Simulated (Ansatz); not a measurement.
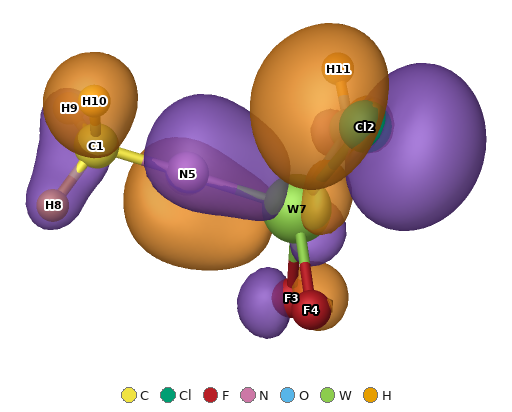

*CH₄ClF₂NOW. The HOMO at ±0.08 Å⁻³ᐟ² (orange and purple are the two phases), seen at an oblique angle.*

Geometry: PBE0-D4/def2-SVP; core potentials replace the inner electrons of W.

Theory: isolated molecule in a Gaussian basis; Kohn-Sham density functional theory, functional PBE0 in Ansatz.

Input file:

```
crystal:
  periodic: [false, false, false]
  atoms:
    - {symbol: C, position_ang: [-0.946685, -0.153970, 0.672586]}
    - {symbol: Cl, position_ang: [3.014825, 0.683727, -0.317975]}
    - {symbol: F, position_ang: [-0.019863, 1.055900, -3.078959]}
    - {symbol: F, position_ang: [1.615981, -0.722511, -2.391740]}
    - {symbol: N, position_ang: [-0.082082, 0.336732, -0.331264]}
    - {symbol: O, position_ang: [1.118886, 2.708003, -1.394098]}
    - {symbol: W, position_ang: [1.022994, 0.843649, -1.527376]}
    - {symbol: H, position_ang: [-1.489425, -1.042748, 0.312575]}
    - {symbol: H, position_ang: [-1.679684, 0.615554, 0.964185]}
    - {symbol: H, position_ang: [-0.359595, -0.437351, 1.562185]}
    - {symbol: H, position_ang: [0.937637, 3.360569, -0.711387]}
basis:
  gaussian:
    orbitals: def2-SVPD
hamiltonian:
  xc: {name: PBE0}
output: {forces: true, orbitals: {seedname: orbitals}}
```

Command:

```sh
ansatz run input.yaml --threads 2 --pin off --max-ram 6090MiB --events-out events.jsonl --progress --plain --runs-dir runs
```

What is the character of this orbital?

By Hirshfeld shares it lies mainly on Cl2 (about 55 %), N5 (about 20 %) and W7 (about 10 %). Its energy is −8.58 eV.
